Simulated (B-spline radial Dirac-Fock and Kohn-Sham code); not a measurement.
Pr⁺, configuration [Xe] 4f3 6s1. Computed with a B-spline radial atomic code: independent-particle Coulomb rates on relativistic LDA orbitals, configuration-average energies from Dirac–Fock. The Auger rates hold no Breit term, so K-L1L2 is up to 30 % low in heavy atoms.

A figure with this caption is to be made: «Auger groups that fill a K (1s) hole, broadened by 200 eV full width and differentiated. Kinetic energies count from the vacuum level; very weak lines are left out.» What will it show?

The strongest group is K-L2L3 at 29.40 keV (26 % of the non-radiative width), followed by K-L3L3 at 29.88 keV (12 %), K-L1L3 at 29.03 keV (11 %), K-L1L2 at 28.55 keV (8.7 %). The lines shown span 28.14 keV to 39.35 keV.

The result:

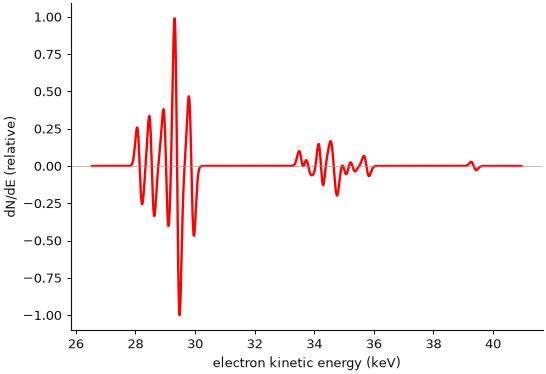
